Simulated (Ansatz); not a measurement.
**AlH3S (SMILES [AlH2][SH]): levels of theory compared**

Wanted: a comparison of 5 runs (HF/STO-3G, HF/3-21G, HF/def2-SVP, PBE0/aug-cc-pVDZ, MP2/6-31G*) of AlH3S. 

The calculation is run with Ansatz 0.2.0.

6 further runs of the same task are left out: 4 for a known fault of the program, 1 that didn't finish, 1 set aside as unsound or not needed.

## 1. Starting point

AlH3S has 5 atoms, charge 0, and is taken as a singlet. As SMILES, `[AlH2][SH]`. Geometry: relaxed at PBE0-D4/def2-TZVP.

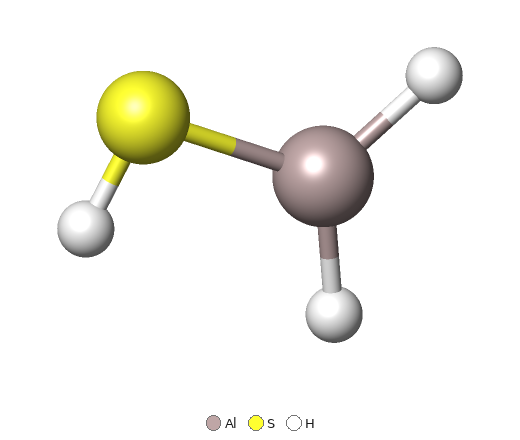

Viewed from a chosen angle; aluminium light grey, sulfur yellow, hydrogen white.

## 2. Energy and gradient at HF/STO-3G (run 1)

The input, molecule.yaml:

```yaml
crystal:
  periodic: [false, false, false]
  atoms:
    - {symbol: Al, position_ang: [-0.616100, -0.064200, -0.181700]}
    - {symbol: S, position_ang: [1.129100, -0.343100, 1.096600]}
    - {symbol: H, position_ang: [-1.981700, -0.650100, 0.351100]}
    - {symbol: H, position_ang: [-0.441100, 0.696000, -1.556400]}
    - {symbol: H, position_ang: [1.959700, 0.287800, 0.249000]}
basis:
  gaussian: {orbitals: STO-3G}
magnetization: {spin_polarized: false, initial_magnetization: 0}
hamiltonian: {xc: hf}
accuracy: high
output: {forces: true, orbitals: {seedname: orbitals}}
```

Run with:

```
$ ansatz run molecule.yaml --threads 1 --pin off --max-ram 2610MiB --events-out events.jsonl --progress --plain --runs-dir runs
```

What it wrote:

```text
Warning: RAYON_NUM_THREADS=1 ignored (pool sized by the plan → 1); use --threads N
Functional definition: HF
  name "HF"
  exchange = exact_x
  correlation = 0
363 factors; integrals over basis functions are off by at most 8.9e-9 eV
mean field evaluation 1: about -17249.1448 eV, gradient 1.7e1 eV
mean field evaluation 2: about -17249.1492 eV, gradient 1.7e1 eV
mean field evaluation 4: about -17250.5300 eV, gradient 7.8e-1 eV
mean field evaluation 8: about -17250.5329 eV, gradient 2.0e-6 eV
mean field -17250.53285274 eV, -633.9453895071 hartree, gradient 5.4e-8 eV, S^2 0.000000; 0 other end points of the search recorded, 0 dependent functions left out
the calculation of the forces begins
reference -17250.53285274 eV, -633.9453895071 hartree; 16, 16 occupied and 5, 5 virtual orbitals, 363 factors
Total energy: -17250.53285274 eV, -633.9453895071 hartree
Atom 0 at    -0.616100    -0.064200    -0.181700 Å, force    -0.242134    -0.085243     0.057998 eV/Å
Atom 1 at     1.129100    -0.343100     1.096600 Å, force    -1.170830     0.618926    -1.680776 eV/Å
Atom 2 at    -1.981700    -0.650100     0.351100 Å, force     1.962399     0.907660    -0.890718 eV/Å
Atom 3 at    -0.441100     0.696000    -1.556400 Å, force    -0.313769    -1.135978     2.032074 eV/Å
Atom 4 at     1.959700     0.287800     0.249000 Å, force    -0.235665    -0.305365     0.481421 eV/Å
Dipole moment:    -0.154687     0.099553    -0.255878 e Å
```

It took 0.2 s on 1 thread of Arm Neoverse V2, shared host.

## 3. Energy and forces at HF/3-21G (run 2)

The input, job.yaml:

```yaml
crystal:
  periodic: [false, false, false]
  atoms:
    - {symbol: Al, position_ang: [-0.616100, -0.064200, -0.181700]}
    - {symbol: S, position_ang: [1.129100, -0.343100, 1.096600]}
    - {symbol: H, position_ang: [-1.981700, -0.650100, 0.351100]}
    - {symbol: H, position_ang: [-0.441100, 0.696000, -1.556400]}
    - {symbol: H, position_ang: [1.959700, 0.287800, 0.249000]}
basis:
  gaussian: {orbitals: 3-21G.json}
hamiltonian: {xc: hf}
accuracy: high
output: {forces: true, orbitals: {seedname: orbitals}}
```

The basis set 3-21G is read from a file made from the Basis Set Exchange's data (not shown).

Run with:

```
$ ansatz run job.yaml --threads 1 --pin off --max-ram 2610MiB --events-out events.jsonl --progress --plain --runs-dir runs
```

What it wrote (excerpt; [...] marks lines left out):

```text
Warning: RAYON_NUM_THREADS=1 ignored (pool sized by the plan → 1); use --threads N
[... 2 set-up lines as earlier in the session ...]
[...]
685 factors; integrals over basis functions are off by at most 3.2e-9 eV
[...]
mean field -17358.30572721 eV, -637.9059695928 hartree, gradient 1.4e-8 eV, S^2 0.000000; 0 other end points of the search recorded, 0 dependent functions left out
[...]
reference -17358.30572721 eV, -637.9059695928 hartree; 16, 16 occupied and 16, 16 virtual orbitals, 685 factors
Total energy: -17358.30572721 eV, -637.9059695928 hartree
Atom 0 at    -0.616100    -0.064200    -0.181700 Å, force    -1.302035    -0.017585    -0.523880 eV/Å
Atom 1 at     1.129100    -0.343100     1.096600 Å, force     0.783942    -0.080599     0.489128 eV/Å
Atom 2 at    -1.981700    -0.650100     0.351100 Å, force    -0.121713    -0.047669     0.038989 eV/Å
Atom 3 at    -0.441100     0.696000    -1.556400 Å, force     0.088679     0.077493    -0.109655 eV/Å
Atom 4 at     1.959700     0.287800     0.249000 Å, force     0.551127     0.068361     0.105418 eV/Å
Dipole moment:    -0.169520     0.179022    -0.413750 e Å
```

Wall time 0.32 s (1 thread of Arm Neoverse V2, shared host).

Runs 3 to 4 aren't shown in full; the table further down has their settings and results.

## 4. Energy and forces at MP2/6-31G(d) (spherical functions) (run 5)

The input, in.yaml:

```yaml
crystal:
  periodic: [false, false, false]
  atoms:
    - {symbol: Al, position_ang: [-0.616100, -0.064200, -0.181700]}
    - {symbol: S, position_ang: [1.129100, -0.343100, 1.096600]}
    - {symbol: H, position_ang: [-1.981700, -0.650100, 0.351100]}
    - {symbol: H, position_ang: [-0.441100, 0.696000, -1.556400]}
    - {symbol: H, position_ang: [1.959700, 0.287800, 0.249000]}
basis:
  gaussian: {orbitals: 6-31G_st_-spherical.json}
accuracy: high
output: {forces: true, orbitals: {seedname: orbitals}}
correlation: {method: mp2, frozen_orbitals: {Al: 5, H: 0, S: 5}}
```

The basis set 6-31G* is read from a file made from the Basis Set Exchange's data (not shown).

Run with:

```
$ ansatz run in.yaml --threads 1 --pin off --max-ram 2610MiB --events-out events.jsonl --progress --plain --runs-dir runs
```

What it wrote (excerpt; [...] marks lines left out):

```text
Warning: RAYON_NUM_THREADS=1 ignored (pool sized by the plan → 1); use --threads N
[... 2 set-up lines as earlier in the session ...]
[...]
841 factors; integrals over basis functions are off by at most 3.7e-9 eV
[...]
mean field -17447.60055073 eV, -641.1874938308 hartree, gradient 1.9e-8 eV, S^2 0.000000; 0 other end points of the search recorded, 0 dependent functions left out
10 core orbitals not correlated: weight in the atoms' cores, before any rotation towards them, 1.000 or more for the frozen orbitals, at most 0.000 for the correlated occupied ones
reference -17447.60055073 eV, -641.1874938308 hartree; 6, 6 occupied and 26, 26 virtual orbitals, 841 factors
second order -4.60607880 eV of doubles, -0.00000000 eV of singles
[...]
Total energy: -17452.20662953 eV, -641.3567641047 hartree
Atom 0 at    -0.616100    -0.064200    -0.181700 Å, force    -0.018172    -0.050086     0.087296 eV/Å
Atom 1 at     1.129100    -0.343100     1.096600 Å, force    -0.014987     0.050904    -0.103366 eV/Å
Atom 2 at    -1.981700    -0.650100     0.351100 Å, force    -0.054934    -0.018982     0.012855 eV/Å
Atom 3 at    -0.441100     0.696000    -1.556400 Å, force     0.027158     0.034607    -0.054211 eV/Å
Atom 4 at     1.959700     0.287800     0.249000 Å, force     0.060934    -0.016443     0.057426 eV/Å
Dipole moment:    -0.036703     0.129349    -0.262242 e Å
```

It took 1.1 s on 1 thread of Arm Neoverse V2, shared host.

## 5. All runs side by side

```tsv
run	level	frozen core orbitals	energy (Eh)	dipole moment (D)	HOMO energy (eV)	LUMO energy (eV)	wall time
1	HF/STO-3G	–	-633.945390	1.51	-6.67	8.61	0.2 s
2	HF/3-21G	–	-637.905970	2.31	-10.64	1.03	0.32 s
3	HF/def2-SVP	–	-641.024606	1.29	-10.45	1.43	0.62 s
4	PBE0/aug-cc-pVDZ	–	-642.193261	1.00	-7.88	-1.49	5.4 s
5	MP2/6-31G* (spherical functions)	10	-641.356764	1.42	-10.47	1.21	1.1 s
```

## 6. Outcome

```
                                           quantity          value
                                run 5: total energy  -641.35676 Eh
          run 5: dipole moment (correlated density)         1.42 D
         run 5: HOMO energy (Hartree–Fock orbitals)      -10.47 eV
         run 5: LUMO energy (Hartree–Fock orbitals)        1.21 eV
       run 5: HOMO–LUMO gap (Hartree–Fock orbitals)       11.69 eV
run 5: correlation energy (10 core orbitals frozen)     -169.3 mEh
                    run 5: largest force on an atom     0.116 eV/Å
```

What this shows: The dipole moment (its size) runs from 1.00 D (PBE0/aug-cc-pVDZ) to 2.31 D (HF/3-21G). The two ends differ in method and basis. Over runs 1, 2, 3, 4 the HOMO–LUMO gap runs from 6.38 eV (PBE0/aug-cc-pVDZ) to 15.28 eV (HF/STO-3G). In run 1 the basis is minimal, so the values are rough. All runs together took 7.6 s, the longest 5.4 s.
